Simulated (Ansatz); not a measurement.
# FCI/STO-3G run of CF (SMILES [C]F)

What is the energy change on altering one bond length of CF at FCI/STO-3G? 

The results are computed with Ansatz 0.2.0.

51 further runs of the same task are left out: 9 that didn't finish, 42 set aside as unsound or not needed.

### 1 The system as given

CF has 2 atoms, charge 0, and is taken as a doublet. As SMILES, `[C]F`. Geometry: relaxed at GFN2-xTB.

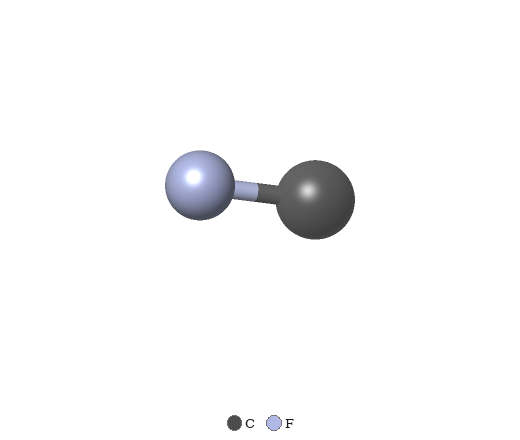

The structure, seen from a chosen angle (carbon dark grey, fluorine light blue).

### 2 A single-point energy at FCI/STO-3G

File molecule.yaml:

```yaml
crystal:
  periodic: [false, false, false]
  atoms:
    - {symbol: C, position_ang: [0.000000, 0.000000, 0.000000]}
    - {symbol: F, position_ang: [0.000000, 0.000000, 1.274400]}
basis:
  gaussian:
    orbitals: STO-3G
accuracy: high
correlation:
  method: fci
  frozen_orbitals: {C: 1, F: 1}
magnetization:
  spin_polarized: true
  initial_magnetization: 1
```

On the command line:

```console
ansatz run molecule.yaml --threads 1 --pin off --max-ram 2610MiB --events-out events.jsonl --progress --plain --runs-dir runs
```

Log:

```text
Warning: RAYON_NUM_THREADS=1 ignored (pool sized by the plan → 1); use --threads N
Functional definition: HF
  name "HF"
  exchange = exact_x
  correlation = 0
149 factors; integrals over basis functions are off by at most 3.9e-8 eV
mean field evaluation 1: about -3681.4605 eV, gradient 5.8e0 eV
mean field evaluation 2: about -3681.5178 eV, gradient 5.9e0 eV
mean field evaluation 4: about -3681.7975 eV, gradient 1.1e0 eV
mean field evaluation 8: about -3681.8191 eV, gradient 8.6e-3 eV
mean field evaluation 16: about -3681.8191 eV, gradient 1.5e-2 eV
mean field -3681.81906555 eV, -135.3043550325 hartree, gradient 5.2e-8 eV, S^2 0.753315; 4 other end points of the search recorded, 0 dependent functions left out
mean field evaluation 32: about -3681.7341 eV, gradient 1.7e-1 eV
2 core orbitals not correlated: weight in the atoms' cores, before any rotation towards them, 1.000 or more for the frozen orbitals, at most 0.000 for the correlated occupied ones
reference -3681.79181793 eV, -135.3033537007 hartree; 6, 5 occupied and 2, 3 virtual orbitals, 149 factors
state -3683.89306972 eV, -135.3805732796 hartree
Total energy: -3683.89306972 eV, -135.3805732796 hartree
```

It took 0.18 s on 1 thread of Arm Neoverse N1, shared host.

### 3 The distorted shape at the same level

File run.yaml:

```yaml
basis:
  gaussian: {orbitals: STO-3G}
crystal:
  periodic: [false, false, false]
  atoms:
    - {symbol: C, position_ang: [0.000000, 0.000000, -0.318600]}
    - {symbol: F, position_ang: [0.000000, 0.000000, 1.274400]}
magnetization: {spin_polarized: true, initial_magnetization: 1}
correlation: {method: fci, frozen_orbitals: {C: 1, F: 1}}
accuracy: high
```

On the command line:

```console
ansatz run run.yaml --threads 1 --pin off --max-ram 2610MiB --events-out events.jsonl --progress --plain --runs-dir runs
```

Log, cut to the lines that bear on the results:

```text
Warning: RAYON_NUM_THREADS=1 ignored (pool sized by the plan → 1); use --threads N
Functional definition: HF
  name "HF"
[...]
149 factors; integrals over basis functions are off by at most 4.2e-8 eV
[...]
mean field -3680.09790444 eV, -135.2411035280 hartree, gradient 2.8e-8 eV, S^2 0.800499; 7 other end points of the search recorded, 0 dependent functions left out
determinant -3680.09790444 eV, -135.2411035280 hartree, with singles and doubles -3682.43717095 eV, -135.3270699867 hartree
determinant -3677.25792268 eV, -135.1367361234 hartree, with singles and doubles -3679.36671457 eV, -135.2142327962 hartree
2 core orbitals not correlated: weight in the atoms' cores, before any rotation towards them, 1.000 or more for the frozen orbitals, at most 0.000 for the correlated occupied ones
reference -3680.03615566 eV, -135.2388343025 hartree; 6, 5 occupied and 2, 3 virtual orbitals, 149 factors
state -3682.75213764 eV, -135.3386447994 hartree
Total energy: -3682.75213764 eV, -135.3386447994 hartree
```

Wall time 0.3 s (1 thread of Arm Neoverse N1, shared host).

### 4 What came out

At FCI/STO-3G, 2 core orbitals frozen:

| quantity | value |
| --- | --- |
| first shape: total energy | -135.38057 Eh |
| first shape: correlation energy (2 core orbitals frozen) | -77.2 mEh |
| distorted shape: total energy | -135.33864 Eh |
| distorted shape: correlation energy (2 core orbitals frozen) | -99.8 mEh |
| energy change with the C1–F2 bond stretched from 1.274 to 1.593 Å | 1.141 eV |

In words: With the C1–F2 bond stretched from 1.274 to 1.593 Å the energy rises by 1.14 eV (110 kJ/mol). The first shape isn't relaxed at this level, so the change isn't measured from a minimum. The minimal basis adds a large error of its own.
